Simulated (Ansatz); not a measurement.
# The perfect Au wire of staggered 5-rings, part 3 of 4

Aim: is the Au wire of staggered 5-rings a metal or a semiconductor?

Ansatz 0.2.0; DFT PBE, plane waves, PAW; relaxation of a wire's period (the session's first sound run).

So far, conductance of the lead as this run defines it (G₀): step 3 (bands of the perfect wire) 5.08.

### Step 7. Two-component spinors

This step: DFT PBE, plane waves, fully relativistic PAW; bands of a perfect wire with spin-orbit coupling (Ansatz 0.2.0).

Spin-orbit coupling mixes the spins and splits bands that cross or touch without it, so it can open or close channels. Fully relativistic datasets take the place of the scalar ones. Against the first PBE run of this kind, the mesh along the wire has 12 points against 18.

File input.yaml:

```yaml
crystal:
  lattice:
    - [11.704, 0.0, 0.0]
    - [0.0, 11.464, 0.0]
    - [0.0, 0.0, 4.5340791809]
  atoms:
    - { symbol: Au, position: [0.330395803, 0.626030062, 0.0] }
    - { symbol: Au, position: [0.330395803, 0.374001328, 0.0] }
    - { symbol: Au, position: [0.564970156, 0.704312954, 0.0] }
    - { symbol: Au, position: [0.564970156, 0.295718436, 0.0] }
    - { symbol: Au, position: [0.709552604, 0.500015695, 0.0] }
    - { symbol: Au, position: [0.290481417, 0.500015695, 0.5] }
    - { symbol: Au, position: [0.435063866, 0.704312954, 0.5] }
    - { symbol: Au, position: [0.435063866, 0.295718436, 0.5] }
    - { symbol: Au, position: [0.669638219, 0.626030062, 0.5] }
    - { symbol: Au, position: [0.669638219, 0.374001328, 0.5] }
kpoints:
  mp_grid: { grid: [1, 1, 12] }
  band_path: { path: ["Γ", Z], npoints: 50 }
scf:
  occupations: { method: fermi_dirac, width: 0.05 }
hamiltonian:
  xc: pbe
  pseudopotentials: { kind: paw_fr }
magnetization:
  noncollinear: true
  spin_orbit: true
```

Command:

```console
> ansatz run input.yaml --threads 4 --pin off --max-ram 16384MiB --backend cpu --events-out ev --progress --plain --runs-dir out
```

Numbers of over 12 decimals in the logs are rounded to 6 here.

What it wrote:

```text
[...]
non-collinear run that drives no moment, with spin-orbit: no starting moment large enough to seed its density (crystal.atoms[].spin), no starting occupations that ask for one, no magnetisation constraint and no magnetic field, so the semilocal B_xc is pinned to zero
Crystal: 10 atoms, lattice volume = 608.359 Å³
Basis set: ecut = 420 eV, 11955 PW (Γ)
Bands: 228, of which v1, the nominal top of the filled ones, is band 190 counted from 1 (189 counted from 0)
Symmetry: 8 space group operations + 8 with time reversal
[...]
k-points: 7 of 12
Projection manifold: j_resolved (fully-relativistic pseudo-atomic orbitals)
[...]
SCF iter   1: F=—  HF=-131864.873790 eV  |F-HF|=—  |Δ(HF+E_count)|=         —  Δρ=3.70e-2  dr2=8.91e0  dr2_m=0.00e0 (ungated)  ethr=3.10e-3  |M|=0.00e0 ∫|m|=0.00e0 μB  |m|>n=0.0e0 m-floor=0.0e0 τ_xc=0.0e0  β_m=1.00  ⟨swp⟩=7.0  Hψ=3571  notcnv=0  defer=132
[...]
spin=Noncollinear: LDOS preconditioning applied to the charge; magnetization (m_x, m_y, m_z) channels mix plain (no charge-response kernel on spin).
SCF iter   2: F=—  HF=-131866.549899 eV  |F-HF|=—  |Δ(HF+E_count)|=    1.68e0  Δρ=4.28e-2  dr2=1.25e1  dr2_m=0.00e0 (ungated)  ethr=3.10e-3  |M|=0.00e0 ∫|m|=0.00e0 μB  |m|>n=0.0e0 m-floor=0.0e0 τ_xc=0.0e0  β_m=0.61  ⟨swp⟩=3.0  Hψ=1905  notcnv=0  defer=196
[...]
SCF iter   9: F=-131862.589829 eV  HF=-131862.589829 eV  |F-HF|=9.60e-9  |Δ(HF+E_count)|=   1.05e-7  Δρ=1.84e-6  dr2=1.40e-8  dr2_m=0.00e0 (ungated)  ethr=5.26e-11  |M|=0.00e0 ∫|m|=0.00e0 μB  |m|>n=0.0e0 m-floor=0.0e0 τ_xc=0.0e0  ⟨swp⟩=14.7  Hψ=3578  notcnv=0
SCF 1 converged in 9 iterations: F = -131862.589829 eV  dr2 = 1.40e-8
[...]
SCF converged after 9 iterations
Magnetization: |M| = 0.0000 μB,  M = (+0.0000, +0.0000, +0.0000) μB
Absolute magnetization: 0.0000 μB (∫|m|)
  site 0: m = (+0.0000, +0.0000, +0.0000) μB, |m| = 0.0000 μB  (R = 1.13 Å)
  site 1: m = (+0.0000, +0.0000, +0.0000) μB, |m| = 0.0000 μB  (R = 1.13 Å)
  site 2: m = (+0.0000, +0.0000, +0.0000) μB, |m| = 0.0000 μB  (R = 1.13 Å)
  site 3: m = (+0.0000, +0.0000, +0.0000) μB, |m| = 0.0000 μB  (R = 1.13 Å)
  site 4: m = (+0.0000, +0.0000, +0.0000) μB, |m| = 0.0000 μB  (R = 1.13 Å)
  site 5: m = (+0.0000, +0.0000, +0.0000) μB, |m| = 0.0000 μB  (R = 1.13 Å)
  site 6: m = (+0.0000, +0.0000, +0.0000) μB, |m| = 0.0000 μB  (R = 1.13 Å)
  site 7: m = (+0.0000, +0.0000, +0.0000) μB, |m| = 0.0000 μB  (R = 1.13 Å)
  site 8: m = (+0.0000, +0.0000, +0.0000) μB, |m| = 0.0000 μB  (R = 1.13 Å)
  site 9: m = (+0.0000, +0.0000, +0.0000) μB, |m| = 0.0000 μB  (R = 1.13 Å)
Free energy (F): -131862.589829 eV
[...]
Internal energy: -131862.554363 eV  (E = F + TS)
E sigma→0 (E₀):  -131862.572096 eV
Entropy (-TS):   -0.035466 eV (-3.547 meV/atom)
Fermi energy:    1.510702 eV
[...]
--- Band table (eV; the first three rows and the last of 7) ---
  k-point 0: bands = [... 186 lower, 0.9939, 0.9939, 1.3229, 1.3229, 3.1478, 3.1478, 3.2354, 3.2354, ... 34 higher]
  k-point 1: bands = [... 186 lower, 1.0084, 1.0084, 1.2242, 1.2242, 3.2075, 3.2075, 3.3163, 3.3163, ... 34 higher]
  k-point 2: bands = [... 186 lower, 1.0290, 1.0290, 1.0699, 1.0699, 2.6981, 2.6981, 3.3901, 3.3901, ... 34 higher]
  k-point 6: bands = [... 186 lower, 0.8727, 0.8727, 0.9714, 0.9714, 0.9714, 0.9714, 2.7894, 2.7894, ... 34 higher]
```

Wall time 11 min (4 threads of Arm Neoverse V2, shared host); peak memory 9.6 GiB.

This step gave:

- energy at zero smearing: -131862.5721 eV

Electronic bands along the path, in eV, zero at the Fermi level:

```csv
point,band 187,band 188,band 189,band 190,band 191,band 192,band 193,band 194
Γ,-0.52,-0.52,-0.19,-0.19,1.64,1.64,1.72,1.72
Z,-0.64,-0.64,-0.54,-0.54,-0.54,-0.54,1.28,1.28
```

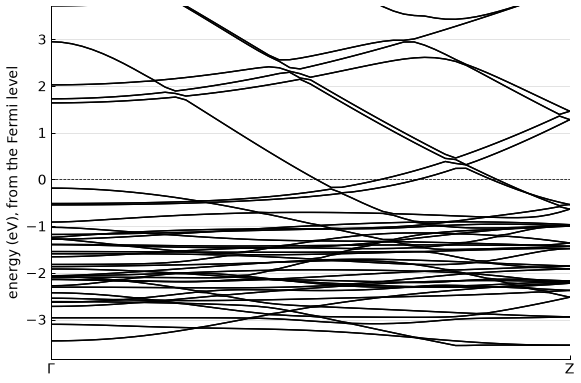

Electronic bands along the path.

Bands cross the Fermi level, as under PBE at the relaxed period, with no moment.

### Step 8. At a strained period, period over the relaxed period 0.97, k-mesh 1×1×14

This step: DFT PBE, plane waves, PAW; relaxation at a fixed period (Ansatz 0.2.0).

The period is set to 0.97 times the relaxed one and the atoms relax within it: strain changes bond lengths and angles, which shifts the bands against each other. Against the first PBE run of this kind, the mesh along the wire has 14 points against 18.

The cell differs from the one that the last finished run ended in (c 4.534 → 4.398 Å).

input.yaml, as its differences from that of step 7:

```diff
@@ -4,3 +4,3 @@
     - [0.0, 11.464, 0.0]
-    - [0.0, 0.0, 4.5340791809]
+    - [0.0, 0.0, 4.3980568055]
   atoms:
@@ -17,3 +17,3 @@
 kpoints:
-  mp_grid: { grid: [1, 1, 12] }
+  mp_grid: { grid: [1, 1, 14] }
   band_path: { path: ["Γ", Z], npoints: 50 }
@@ -23,5 +23,6 @@
   xc: pbe
-  pseudopotentials: { kind: paw_fr }
-magnetization:
-  noncollinear: true
-  spin_orbit: true
+relax:
+  max_steps: 40
+  f_tol: 0.02
+output:
+  stress: true
```

What it wrote:

```text
Warning: output.stress: scf.convergence.dr2_threshold = 1e-7 eV (the SCF's general default) is looser than the 1e-9 eV advised for a printed stress (1e-10 eV for each atom of the cell: 10). What an SCF threshold leaves in a stress goes as its square root, and in the free energy as the threshold itself, and one threshold admits the most on a small cell: [figures from the program's tests cut] Every solve of this run an [...]
[...]
Crystal: 10 atoms, lattice volume = 590.108 Å³
Basis set: ecut = 420 eV, 11571 PW (Γ), exchange–correlation on 160×160×60 points (8 copies of the dense FFT grid, shifted against one another)
Bands: 114, of which v1, the nominal top of the filled ones, is band 95 counted from 1 (94 counted from 0)
Symmetry: 8 space group operations
[...]
k-points: 8 of 14
[...]
SCF iter   1: F=—  HF=-131487.899370 eV  |F-HF|=—  |Δ(HF+E_count)|=         —  Δρ=2.15e-3  dr2=1.33e-1  ethr=1.77e-3  ⟨swp⟩=6.8  Hψ=3593  notcnv=0  defer=39
[...]
SCF iter   6: F=-131487.896957 eV  HF=-131487.896957 eV  |F-HF|=3.02e-7  |Δ(HF+E_count)|=   8.19e-8  Δρ=9.37e-6  dr2=4.70e-7  ethr=1.46e-9  ⟨swp⟩=2.2  Hψ=3140  notcnv=0
SCF 1 converged in 6 iterations: F = -131487.896957 eV  dr2 = 4.70e-7
[...]
relax step   1: F+E_penalty+E_count = -131487.89695664 eV  Δ(F+E_penalty+E_count) = +0.000e0 eV  max|allowed force component| = 2.516e-1 eV/Å  Δτ_max = 0.0000 Å  (6 SCF iters, dr2 threshold 1.00e-5 eV, accepted)
[...]
SCF iter   6: F=-131487.874123 eV  HF=-131487.874122 eV  |F-HF|=4.20e-7  |Δ(HF+E_count)|=   3.93e-6  Δρ=1.27e-5  dr2=5.59e-7  ethr=2.08e-9  ⟨swp⟩=5.0  Hψ=3227  notcnv=0
SCF 2 converged in 6 iterations: F = -131487.874123 eV  dr2 = 5.59e-7
relax step   2: F+E_penalty+E_count = -131487.87412286 eV  Δ(F+E_penalty+E_count) = +2.283e-2 eV  max|allowed force component| = 2.181e-1 eV/Å  Δτ_max = 0.1327 Å  (6 SCF iters, dr2 threshold 3.96e-6 eV, rejected (line search))
SCF iter   1: F=—  HF=-131487.998838 eV  |F-HF|=—  |Δ(HF+E_count)|=         —  Δρ=4.48e-3  dr2=1.48e-1  ethr=7.05e-4  ⟨swp⟩=4.2  Hψ=1990  notcnv=0  defer=105
[...]
SCF iter   7: F=-131487.964754 eV  HF=-131487.964754 eV  |F-HF|=1.28e-9  |Δ(HF+E_count)|=   4.09e-8  Δρ=2.51e-6  dr2=5.17e-8  ethr=5.26e-11  ⟨swp⟩=5.0  Hψ=3109  notcnv=0
SCF 3 converged in 7 iterations: F = -131487.964754 eV  dr2 = 5.17e-8
relax step   3: F+E_penalty+E_count = -131487.96475393 eV  Δ(F+E_penalty+E_count) = -6.780e-2 eV  max|allowed force component| = 6.515e-3 eV/Å  Δτ_max = 0.0585 Å  (7 SCF iters, accepted)
[...]
the band table was solved once a step of the walk had ended and its energy, with any forces and stress, was formed, with the checks that follow a solve (4718 applications of the Hamiltonian). They found nothing against the state; the energy, forces and stress were not computed again (output.eigenvalues in the input reference)
[...]
SCF converged after 7 iterations
Free energy (F): -131487.964754 eV
[...]
Internal energy: -131487.915316 eV  (E = F + TS)
E sigma→0 (E₀):  -131487.940035 eV
Entropy (-TS):   -0.049438 eV (-4.944 meV/atom)
Fermi energy:    1.704144 eV
[...]
--- Forces (eV/Å), atoms counted from 1 ---
  atom   1  Au    -0.00077216    -0.00092750     0.00000000
  atom   2  Au    -0.00077216     0.00092750     0.00000000
  atom   3  Au    -0.00050938     0.00504105     0.00000000
  atom   4  Au    -0.00050938    -0.00504105     0.00000000
  atom   5  Au     0.00651498     0.00000000     0.00000000
  atom   6  Au    -0.00651498    -0.00000000     0.00000000
  atom   7  Au     0.00050938     0.00504105     0.00000000
  atom   8  Au     0.00050938    -0.00504105     0.00000000
  atom   9  Au     0.00077216    -0.00092750     0.00000000
  atom  10  Au     0.00077216     0.00092750     0.00000000
  max |Σ_I F_I| component: 1.84e-18 eV/Å
--- Stress (GPa, compression-positive) ---
       -0.001148      -0.000000       0.000000
       -0.000000      -0.002492       0.000000
        0.000000       0.000000       1.708062
  P = ⅓ Tr σ = 0.5681 GPa (5.681 kbar)
--- Band table (eV; the first three rows and the last of 8) ---
  k-point 0: bands = [... 91 lower, 0.4874, 0.9697, 1.0016, 1.7024, 3.3152, 3.3294, 3.4711, 5.3002, ... 15 higher]
  k-point 1: bands = [... 91 lower, 0.4756, 0.9776, 1.0097, 1.6123, 3.3719, 3.3862, 3.5345, 4.7584, ... 15 higher]
  k-point 2: bands = [... 91 lower, 0.4577, 1.0129, 1.0456, 1.3576, 3.5429, 3.5577, 3.7208, 3.7214, ... 15 higher]
  k-point 7: bands = [... 91 lower, 0.5954, 0.9638, 0.9638, 0.9663, 0.9663, 3.1812, 3.1812, 3.2076, ... 15 higher]
--- Relaxed structure (3 steps of the walk, 2 accepted, 0 SCFs on fresh bases) ---
  F+E_penalty+E_count = -131487.96475393 eV   max|allowed force component| = 6.515e-3 eV/Å
  atoms:
    - { symbol: Au, position: [0.326546, 0.628833, 0.0] }
    - { symbol: Au, position: [0.326546, 0.371198, 0.0] }
    - { symbol: Au, position: [0.566438, 0.708955, 0.0] }
    - { symbol: Au, position: [0.566438, 0.291076, 0.0] }
    - { symbol: Au, position: [0.714549, 0.500016, 0.0] }
    - { symbol: Au, position: [0.285485, 0.500016, 0.5] }
    - { symbol: Au, position: [0.433596, 0.708955, 0.5] }
    - { symbol: Au, position: [0.433596, 0.291076, 0.5] }
    - { symbol: Au, position: [0.673488, 0.628833, 0.5] }
    - { symbol: Au, position: [0.673488, 0.371198, 0.5] }
```

The job ended after 45 s (4 threads; peak memory 2.3 GiB; 2.9 min of CPU time).

The steps of the relaxation:

```csv
step,energy less that of the first step (eV),largest force component (eV/Å)
1,0.0000,0.2516
2,0.0228,0.2181
3,-0.0678,0.0065
```

Relaxation step 2 was tried and not accepted.

The run keeps the 8 symmetry operations that it works with, so distortions that break them were not tested.

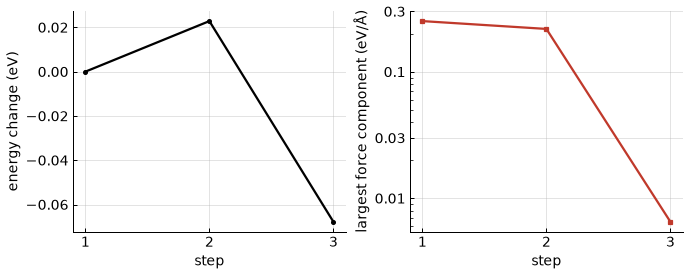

Energy and largest force along the relaxation.

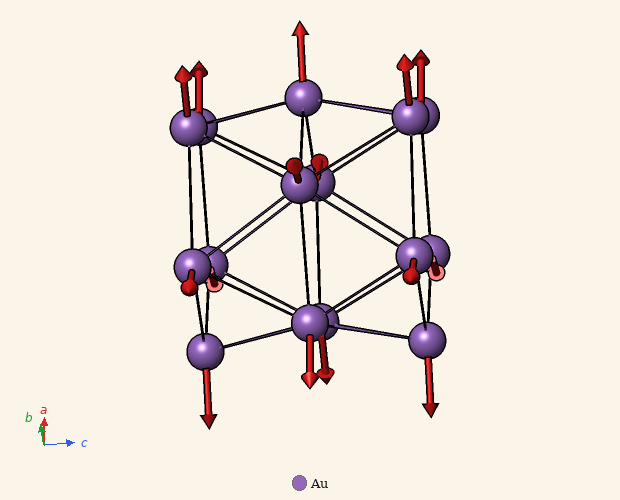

Displacements in the relaxation, exaggerated; the longest in the cell stands for 0.06 Å. Some periodic images of atoms are drawn too.

The atoms that moved most (Å):

```csv
atom,dx,dy,dz,length
Au5,0.058,0.000,0.000,0.058
Au6,-0.058,0.000,0.000,0.058
Au8,-0.017,-0.053,0.000,0.056
Au7,-0.017,0.053,0.000,0.056
Au4,0.017,-0.053,0.000,0.056
Au3,0.017,0.053,0.000,0.056
Au1,-0.045,0.032,0.000,0.055
Au2,-0.045,-0.032,0.000,0.055
```

Final coordinates:

```cif
data_structure
_symmetry_space_group_name_H-M 'P 1'
_symmetry_Int_Tables_number 1
_cell_length_a 11.7040
_cell_length_b 11.4640
_cell_length_c 4.3981
_cell_angle_alpha 90.000
_cell_angle_beta 90.000
_cell_angle_gamma 90.000
_cell_volume 590.11
loop_
_atom_site_label
_atom_site_type_symbol
_atom_site_fract_x
_atom_site_fract_y
_atom_site_fract_z
_atom_site_occupancy
Au1 Au 0.32655 0.62883 0.00000 1
Au2 Au 0.32655 0.37120 0.00000 1
Au3 Au 0.56644 0.70896 0.00000 1
Au4 Au 0.56644 0.29108 0.00000 1
Au5 Au 0.71455 0.50002 0.00000 1
Au6 Au 0.28549 0.50002 0.50000 1
Au7 Au 0.43360 0.70896 0.50000 1
Au8 Au 0.43360 0.29108 0.50000 1
Au9 Au 0.67349 0.62883 0.50000 1
Au10 Au 0.67349 0.37120 0.50000 1
```

Numbers from this step:

```
energy at zero smearing : -131487.9400 eV
```

The electronic bands at the labelled points (eV, zero at the Fermi level):

```csv
point,band 92,band 93,band 94,band 95,band 96,band 97,band 98,band 99
Γ,-1.22,-0.73,-0.70,0.00,1.61,1.63,1.77,3.60
Z,-1.11,-0.74,-0.74,-0.74,-0.74,1.48,1.48,1.50
```

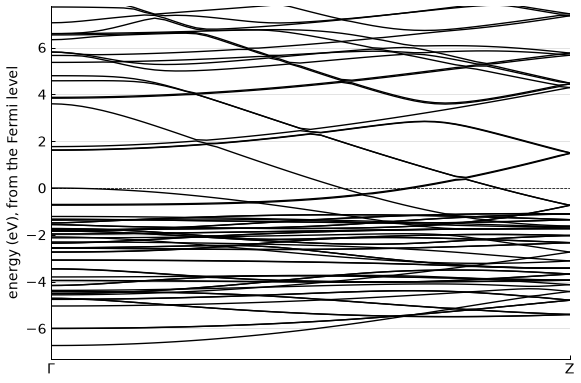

Electronic bands along the path.

Bands cross the Fermi level, as under PBE at the relaxed period.

### Step 9. Strain along the wire, period over the relaxed period 1.1, k-mesh 1×1×13

The period is set to 1.1 times the relaxed one and the atoms relax within it: strain changes bond lengths and angles, which shifts the bands against each other. Against the first PBE run of this kind, the mesh along the wire has 13 points against 18.

The cell differs from the one that the last finished run ended in (c 4.398 → 4.987 Å).

input.yaml, as its differences from that of step 8:

```diff
@@ -4,3 +4,3 @@
     - [0.0, 11.464, 0.0]
-    - [0.0, 0.0, 4.3980568055]
+    - [0.0, 0.0, 4.987487099]
   atoms:
@@ -17,3 +17,3 @@
 kpoints:
-  mp_grid: { grid: [1, 1, 14] }
+  mp_grid: { grid: [1, 1, 13] }
   band_path: { path: ["Γ", Z], npoints: 50 }
```

What it wrote:

```text
[...]
Crystal: 10 atoms, lattice volume = 669.194 Å³
Basis set: ecut = 420 eV, 13089 PW (Γ), exchange–correlation on 160×160×72 points (8 copies of the dense FFT grid, shifted against one another)
Bands: 114, of which v1, the nominal top of the filled ones, is band 95 counted from 1 (94 counted from 0)
Symmetry: 8 space group operations
[...]
- { symbol: Au, position: [0.561859, 0.694427, 0.0] }
    - { symbol: Au, position: [0.561859, 0.305604, 0.0] }
    - { symbol: Au, position: [0.699807, 0.500015695, 0.0] }
    - { symbol: Au, position: [0.300227, 0.500015695, 0.5] }
    - { symbol: Au, position: [0.438175, 0.694427, 0.5] }
    - { symbol: Au, position: [0.438175, 0.305604, 0.5] }
    - { symbol: Au, position: [0.661521, 0.619921, 0.5] }
    - { symbol: Au, position: [0.661521, 0.380111, 0.5] }
[key lines of the parts left out:]
SCF converged after 5 iterations
Free energy (F): -131487.248285 eV
Fermi energy:    0.933593 eV
P = ⅓ Tr σ = -1.3624 GPa (-13.624 kbar)
```

Elapsed: 53 s, on 4 threads; peak memory 2.6 GiB.

[end of part 3 of 4]

[Logs are printed without paths, hosts, clocks, repeated set-up lines and the standing remarks that a program may print on its own settings, such as how far it seeks lower states.]

[Hosts, paths, dates, database ids (printed as entryN), source tags and the programs' standing remarks are cut or masked in the printed files.]
